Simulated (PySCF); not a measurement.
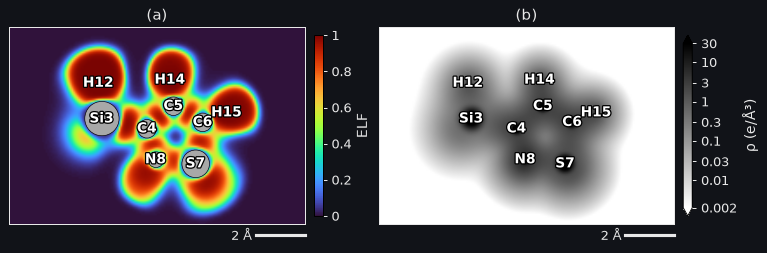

Figure. C$_{5}$H$_{7}$NSSi (SMILES C=C[SiH2]c1ccsn1). (a) electron localisation function; (b) total electron density on the plane of atoms C6, S7 and N8. Grey discs cover the atomic cores in the ELF map.

Geometry: GFN2-xTB.

Theory: PBE0/def2-SVPD, SCF density, gas phase in PySCF.

```xyz
15

C     2.2879    0.9238   -0.2398
C     2.2095   -0.3289    0.1825
Si    0.6689   -1.4060    0.0559
C    -0.8203   -0.2891   -0.2452
C    -1.8385    0.0346    0.6844
C    -2.7387    0.8931    0.1307
S    -2.2754    1.2390   -1.4827
N    -0.9499    0.2889   -1.4145
H     1.4428    1.4182   -0.6917
H     3.1920    1.5097   -0.1633
H     3.0903   -0.7832    0.6213
H     0.4407   -2.0983    1.3337
H     0.7886   -2.3750   -1.0366
H    -1.8830   -0.3481    1.6869
H    -3.6196    1.3293    0.5564
```

What do the fields say about this system?

The plane passes through Si, C, S, N and H nuclei.
C–N (1.31 Å): ρ at the midpoint is about 2.6 e/Å³; the ELF peaks at about 0.90 between the atoms, as expected for a covalent bond.
S–N (1.63 Å): ρ at the midpoint is about 1.7 e/Å³; the ELF peaks at about 0.90 between the atoms: a covalent bond.
C–S (1.71 Å): ρ is about 1.5 e/Å³ halfway; the ELF peaks at about 0.90 between the atoms; localised, covalent bonding.
C–Si (1.89 Å): ρ at the midpoint is about 0.95 e/Å³; the ELF peaks at about 1 between the atoms, as expected for a covalent bond.
C–H (1.07 Å): ρ at the midpoint is about 2 e/Å³; the ELF climbs to about 1 towards the hydrogen, as it does in any bond to H: a covalent bond by its length.
The ELF also peaks beside S7 and N8, away from the bonds: lone-pair regions.
